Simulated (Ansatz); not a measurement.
## Electronic structure of H6OSi2···H2S in real space

Input

```
crystal:
  periodic: [false, false, false]
  atoms:
    - {symbol: Si, position_ang: [0.341803, 0.370474, -0.040359]}
    - {symbol: H, position_ang: [0.761975, -0.933640, -0.615432]}
    - {symbol: O, position_ang: [-1.226504, 0.647440, -0.438475]}
    - {symbol: Si, position_ang: [-2.771784, 0.142485, -0.312417]}
    - {symbol: H, position_ang: [0.469695, 0.336780, 1.438576]}
    - {symbol: H, position_ang: [1.140624, 1.476528, -0.615599]}
    - {symbol: H, position_ang: [3.977070, -0.484576, -0.481698]}
    - {symbol: S, position_ang: [3.617380, -0.126916, 0.760424]}
    - {symbol: H, position_ang: [-3.169897, 0.037896, 1.117024]}
    - {symbol: H, position_ang: [-2.935407, -1.190540, -0.951922]}
    - {symbol: H, position_ang: [-3.645616, 1.126645, -0.996620]}
    - {symbol: H, position_ang: [3.440659, -1.402677, 1.136401]}
basis:
  gaussian: {orbitals: def2-TZVPP}
hamiltonian: {xc: pbe0, dispersion: d4}
output: {orbitals: {seedname: orbitals}}
```

Command:

```sh
ansatz run in.yaml --threads 4 --pin off --events-out ev --progress --plain --max-ram 9574MiB
```

The reactant side of a reaction path; geometry: PBE0-D4/def2-TZVP; a saddle point, not a minimum.

Theory: RKS PBE0-D4/def2-TZVPP (Ansatz).

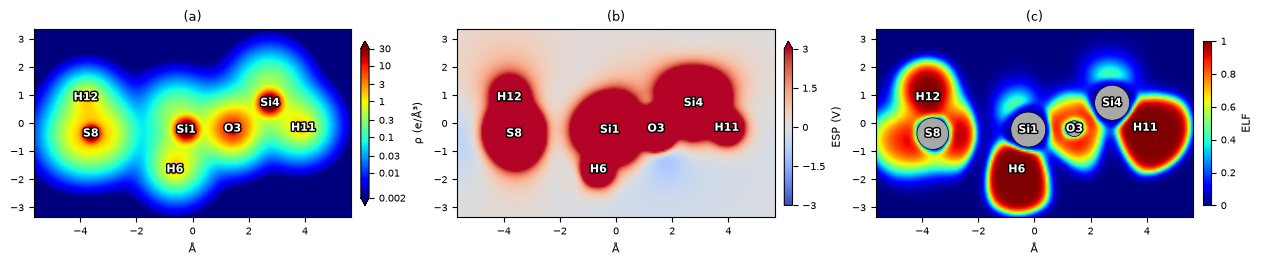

Figure 1. (a) total electron density; (b) molecular electrostatic potential; (c) ELF on the plane of atoms O3, Si4 and H11. Grey discs cover the atomic cores in the ELF map.

What does the map show?

- The plane passes through Si, O, H and S nuclei.
- Si1···S8 (3.41 Å): the density falls to about 0.06 e/Å³ on the way; the ELF peaks at about 0.95 in the valence shell of S, 1.0 Å from its nucleus, and is about 0.10 at the midpoint.
- Si–O (1.63 Å): ρ is about 1.2 e/Å³ halfway; the ELF peaks at about 0.85 between the atoms, as expected for a polar covalent bond.
- S–H (1.34 Å): the density is about 1.5 e/Å³ at the midpoint; the ELF climbs to about 1 towards the hydrogen, as it does in any bond to H.
- Si–H (1.48 Å): ρ at the midpoint is about 0.83 e/Å³; the ELF climbs to about 1 towards the hydrogen.
- The ELF also peaks beside O3 and S8, away from the bonds: lone-pair regions.
- Outside the dense part of the complex the potential is most negative (−1.0 V) near O3.

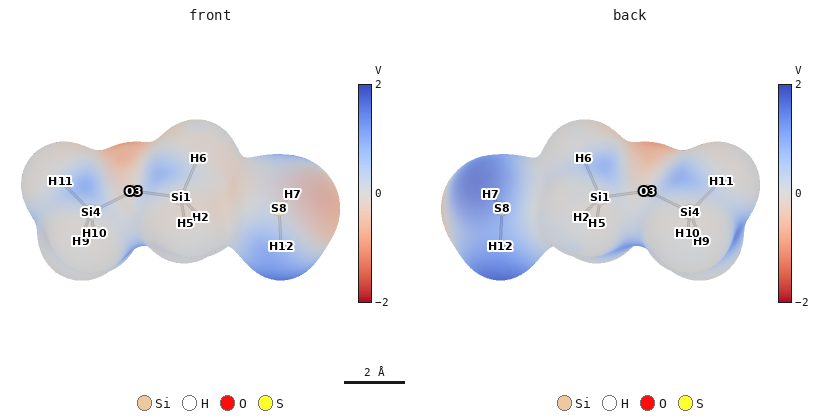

Figure 2. The electrostatic potential painted on the density surface at 0.002 e/bohr³, seen from the front and from behind; red is negative and blue positive.

Which sites attract a positive test charge, and which a negative one?

A positive charge is drawn to the negative regions and a negative charge to the positive ones. The most negative region (about −0.8 V, or −18 kcal/mol for a unit charge) lies over O3, the most positive (about +1.6 V, or +37 kcal/mol for a unit charge) over H7 and H12.

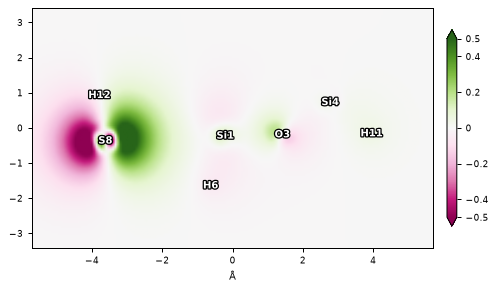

Figure 3. The HOMO on the plane of atoms O3, Si4 and H11 (values in Å⁻³ᐟ²; the overall sign is arbitrary).

Describe this orbital and give its energy.

Its weight (Hirshfeld) is mainly on S8 (about 85 %); largely a lone pair of S8. Its energy is −7.78 eV.
